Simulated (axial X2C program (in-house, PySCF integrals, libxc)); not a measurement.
**A two-component session on SnSi⁺: EOM-IP-CCSD levels**

Wanted for SnSi⁺: EOM-IP-CCSD levels, at the two-component level.

Method: two-component X2C with atomic mean-field terms, Sn dyall-cv3z, Si dyall-v3z; program: an in-house X2C program for linear molecules on PySCF integrals.

All values are calculated.

## Step 1: Set-up

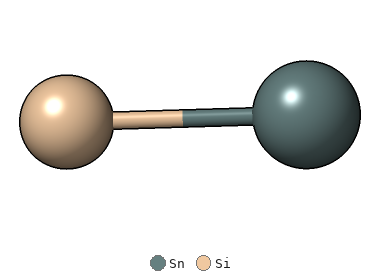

The two atoms at 2.560 Å (tin teal, silicon light orange).

Input file task.json:

```json
{"zs": [50, 14], "q": 1, "bas": ["dyall-cv3z", "dyall-v3z"], "r0": 2.56, "eom": "ip", "rq": 0, "thr": -2.0, "nmax": 95, "grid": [1, 0.96, 1.045, 0.92, 1.09, 1.15]}
```

Keys: zs atomic numbers; q charge; bas basis sets; r0 starting distance in Å; eom kind of EOM run; thr threshold in hartree for freezing inner shells (an s shell follows its p shell); nmax most natural virtual spinors; grid distances as factors.

Launch:

```
$ python soeom.py task.json out
```

Nuclei are Gaussian, cores are contracted, and the Gaunt term is on.

## Step 2: EOM-IP-CCSD at 2.514 Å

Reference: the closed shell SnSi; 18 electrons correlated, 84 virtual spinors; roots sought by Ω: 1/2: 4, 3/2: 3, 5/2: 1.

Output:

```text
two-component X2C + atomic mean field  HF
basis functions 175  fitting functions 949  grid points 5084
iter        total energy     max residual
   1      -6459.824692810     1.46e+00
   2      -6460.674095096     2.70e-02
   3      -6460.678015899     5.23e-03
   4      -6460.678311725     1.55e-03
   5      -6460.678355882     2.81e-04
   6      -6460.678361032     7.71e-05
   7      -6460.678362392     5.56e-05
   8      -6460.678362857     4.41e-05
   9      -6460.678363238     2.98e-05
  10      -6460.678363489     9.22e-06
  11      -6460.678363508     3.83e-06
  12      -6460.678363512     2.06e-06
  13      -6460.678363514     3.82e-07
converged
one-electron -9179.34961864  Coulomb 2759.13230265  exact exchange -184.24938329  xc functional 0.00000000  nuclear repulsion 147.34448991  atomic mean-field constant -3.55615415
correlated 18  virtual 230  natural virtual 84  E(MP2) -0.628337372  MP2 remainder -0.078641751
iter   CCSD correlation   residual
   1     -0.520563380   1.73e-01
   2     -0.537455994   7.85e-02
   3     -0.539631318   3.99e-02
   4     -0.539574579   1.89e-02
   5     -0.539915682   1.04e-02
   6     -0.539904647   5.24e-03
   7     -0.539870604   1.90e-03
   8     -0.539905044   8.40e-04
   9     -0.539880511   4.53e-04
  10     -0.539888380   2.38e-04
  11     -0.539886134   1.09e-04
  12     -0.539887909   5.20e-05
  13     -0.539888245   2.89e-05
  14     -0.539888257   1.80e-05
(T) -0.016937915  T1 0.0200  D1 0.0458  max T2 0.150
EOM-IP-CCSD roots
2*Omega      energy/Eh   energy/eV  one-particle weight
    1       0.27676247      7.5311      0.941
    1       0.28443602      7.7399      0.956
    1       0.36934948     10.0505      0.022
    1       0.40763869     11.0924      0.000
    3       0.33859262      9.2136      0.000
    3       0.35854397      9.7565      0.000
    3       0.37944354     10.3252      0.000
    5       0.37120430     10.1010      0.000
```

T1 in the output is the amplitude norm over the root of the electron number; divide by √2 for the Lee–Taylor value.

| Ω | vertical IE (eV) | above lowest (cm⁻¹) | spinor | weight |
| --- | --- | --- | --- | --- |
| 1/2 | 7.531 | 0 | 34% Si pσ, 27% Sn pσ, 17% Si pπ | 0.94 |
| 1/2 | 7.740 | 1680 | 38% Sn pπ, 33% Si pπ, 11% Si pσ | 0.96 |

Wall time 28 s (1 thread of Arm Neoverse N1, shared host); peak memory 0.98 GiB.

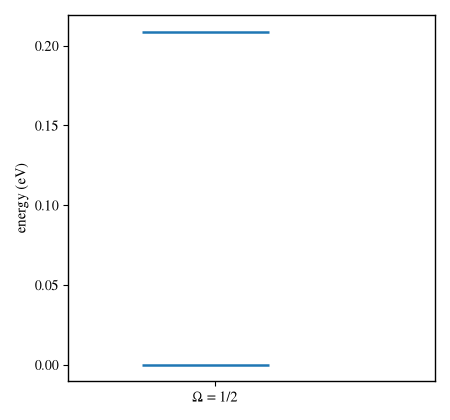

The roots by Ω, from the lowest.

## Step 3: EOM-IP-CCSD at 2.413 Å

| Ω | vertical IE (eV) | above lowest (cm⁻¹) | spinor | weight |
| --- | --- | --- | --- | --- |
| 1/2 | 7.571 | 0 | 41% Si pσ, 34% Sn pσ, 8% Sn sσ | 0.94 |
| 1/2 | 7.910 | 2730 | 43% Sn pπ, 42% Si pπ | 0.96 |

It took 33 s on 1 thread of Arm Neoverse N1, shared host; peak memory 1 GiB.

## Step 4: EOM-IP-CCSD at 2.627 Å

| Ω | vertical IE (eV) | above lowest (cm⁻¹) | spinor | weight |
| --- | --- | --- | --- | --- |
| 1/2 | 7.432 | 0 | 37% Si pπ, 28% Sn pπ, 16% Si pσ | 0.95 |
| 1/2 | 7.622 | 1540 | 30% Si pσ, 27% Sn pσ, 21% Sn pπ | 0.94 |

It took 30 s on 1 thread of Arm Neoverse N1, shared host; peak memory 1 GiB.

## Step 5: EOM-IP-CCSD at 2.313 Å

| Ω | vertical IE (eV) | above lowest (cm⁻¹) | spinor | weight |
| --- | --- | --- | --- | --- |
| 1/2 | 7.585 | 0 | 42% Si pσ, 36% Sn pσ, 9% Sn sσ | 0.93 |
| 1/2 | 8.123 | 4340 | 45% Si pπ, 44% Sn pπ | 0.96 |
| 1/2 | 11.463 | 31280 | 31% Sn sσ, 30% Si sσ, 19% Sn pσ | 0.73 |

It took 37 s on 1 thread of Arm Neoverse N1, shared host; peak memory 1 GiB.

## Step 6: EOM-IP-CCSD at 2.740 Å

| Ω | vertical IE (eV) | above lowest (cm⁻¹) | spinor | weight |
| --- | --- | --- | --- | --- |
| 1/2 | 7.299 | 0 | 46% Si pπ, 37% Sn pπ, 7% Si pσ | 0.96 |
| 1/2 | 7.557 | 2080 | 40% Si pσ, 36% Sn pσ, 11% Sn pπ | 0.94 |

Run time: 31 s. Hardware: 1 thread of Arm Neoverse N1, shared host; peak memory 1 GiB.

## Step 7: EOM-IP-CCSD at 2.891 Å

| Ω | vertical IE (eV) | above lowest (cm⁻¹) | spinor | weight |
| --- | --- | --- | --- | --- |
| 1/2 | 7.132 | 0 | 50% Si pπ, 40% Sn pπ | 0.96 |
| 1/2 | 7.480 | 2810 | 43% Si pσ, 39% Sn pσ, 9% Sn pπ | 0.94 |

Run time: 30 s. Hardware: 1 thread of Arm Neoverse N1, shared host; peak memory 1 GiB.

## Step 8: Curves of the states

Energies in eV from the lowest point of the lowest state; states are followed by energy order within each Ω.

| R (Å) | (1)Ω=1/2 | (2)Ω=1/2 |
| --- | --- | --- |
| 2.313 | 0.3880 | 0.9259 |
| 2.413 | 0.1584 | 0.4968 |
| 2.514 | 0.0508 | 0.2596 |
| 2.627 | 0.0000 | 0.1905 |
| 2.740 | 0.0046 | 0.2619 |
| 2.891 | 0.1046 | 0.4525 |

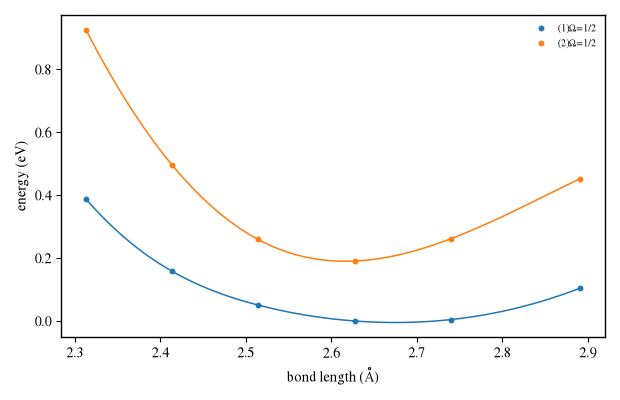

The states along the bond.

## Step 9: What came out

```
                     quantity                            value
       lowest root at 2.514 Å                Ω = 1/2, 7.531 eV
next root led by one particle  Ω = 1/2, about 1680 cm⁻¹ higher
          T1 of the reference                            0.014
```

Removing an electron from the reference determinant of SnSi costs 7.53 eV and empties a spinor of 34% Si pσ, 27% Sn pσ, 17% Si pπ. The closed-shell reference lies 0.45 eV above the lowest determinant found, so these energies count from an excited configuration. Errors of 0.1 to 0.3 eV are usual at this size, and roots led by higher excitations are left out, so the list is incomplete, and low states of that kind can be missing. T1 or the largest double amplitude of the reference is raised, which lowers the reliability.
